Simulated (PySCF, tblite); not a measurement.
Breaking a bond: Ga2, triplet.

CASSCF(6,8)/def2-TZVP (PySCF); UHF/STO-3G = PySCF 2.14.0 with unrestricted Hartree-Fock/STO-3G; UHF/def2-TZVP (PySCF); GFN2-xTB, 300 K electronic temperature (tblite).

Energies are in kcal/mol, each relative to the lowest point of its own curve near equilibrium.

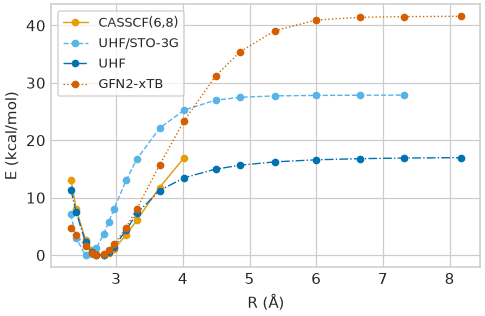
Fig. 1. Energy against bond length for each method.

```tsv
R / Å	CASSCF(6,8)	UHF/STO-3G	UHF	GFN2-xTB
2.32	13.2	7.1	11.4	4.8
2.40	8.0	2.9	7.5	3.5
2.54	2.6	0.0	2.2	1.5
2.63	0.9	0.2	0.6	0.4
2.70	0.2	1.2	0.0	0.0
2.81	0.0	3.6	0.0	0.3
2.89	0.4	5.8	0.6	0.9
2.97	1.1	8.1	1.4	1.9
3.15	3.5	13.0	4.4	4.8
3.31	6.1	16.7	7.3	8.1
3.65	11.8	22.1	11.2	15.7
4.02	17.0	25.3	13.5	23.4
4.49	—	27.0	15.0	31.2
4.86	—	27.5	15.7	35.4
5.38	—	27.7	16.2	39.1
6.00	—	27.8	16.6	40.9
6.66	—	27.8	16.8	41.4
7.32	—	27.9	16.9	41.5
8.17	—	—	17.0	41.6
```

At the longest distance, 8.17 Å, GFN2-xTB lies highest above its minimum (41.6 kcal/mol) and UHF lowest (17.0 kcal/mol).

Dashes: no converged value, or the column stops at the first point that the program doubted or that broke a chosen test of continuity, which isn't proof of a fault.

The scan ran from 2.13 to 8.17 Å; beyond the distances shown one of the unrestricted levels run for this scan, shown here or not, changes its spin distribution in one step. The unrestricted determinant behind UHF/STO-3G is spin-contaminated at 2.32 to 8.17 Å (<S²> up to 4.0, against 2.00 for a pure triplet).
